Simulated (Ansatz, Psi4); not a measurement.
Intermolecular potential of H2 ··· H4OSi (SMILES [H][H] and O[SiH3]), singlet. Monomers: optimised at B3LYP-D3(BJ) (def2-TZVP), held rigid. Orientation: a random orientation, not optimised. R is the distance of the centres of mass, along which the second monomer moves.

Geometry at R = 3.57 Å (first 2 atoms: monomer A):
```
8

H      0.3719     0.0000     0.0000
H     -0.3719     0.0000     0.0000
Si    -1.1999     2.0560     2.2436
O     -0.2026     3.2700     2.7560
H     -2.4369     1.9831     3.0603
H     -0.5293     0.7335     2.3075
H     -1.5410     2.3782     0.8444
H      0.1338     3.2407     3.6545
```

Levels of theory: SAPT0/jun-cc-pVDZ, frozen core (Psi4); B3LYP/def2-TZVP, counterpoise-corrected (Psi4); PBE/def2-TZVP, counterpoise-corrected (Psi4); M06-2X/def2-TZVP, counterpoise-corrected (Psi4); CCSD(T)/aug-cc-pVTZ = CCSD(T) on RHF/aug-cc-pVTZ, frozen core, counterpoise-corrected run with Ansatz (a program for electronic structure).

Cost and agreement with CCSD(T)/aug-cc-pVTZ over the 12 points of the scan, with CCSD(T)/aug-cc-pVTZ as yardstick. Costs are rough ratios of core time within Psi4 on shared cores, each with its mean field (Kohn-Sham runs search longer for lower solutions than correlated ones do); the miss is the largest difference from CCSD(T) of the interaction energy, in kJ/mol.

**Question.** Which is the cheapest of these levels that stays within 2.5 kJ/mol of CCSD(T)/aug-cc-pVTZ?

**Answer.** PBE/def2-TZVP.

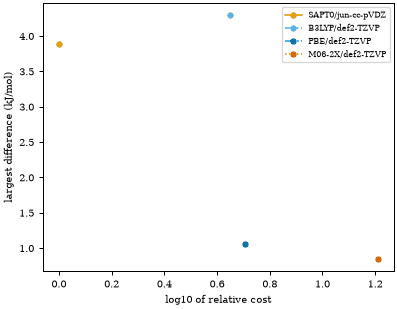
Figure: Miss against cost, one point a level.

| level | relative cost | largest difference |
|---|---|---|
| SAPT0/jun-cc-pVDZ | 1 | 3.89 |
| B3LYP/def2-TZVP | 4 | 4.29 |
| PBE/def2-TZVP | 5 | 1.05 |
| M06-2X/def2-TZVP | 20 | 0.85 |

Costs within a factor of two of each other count as equal.
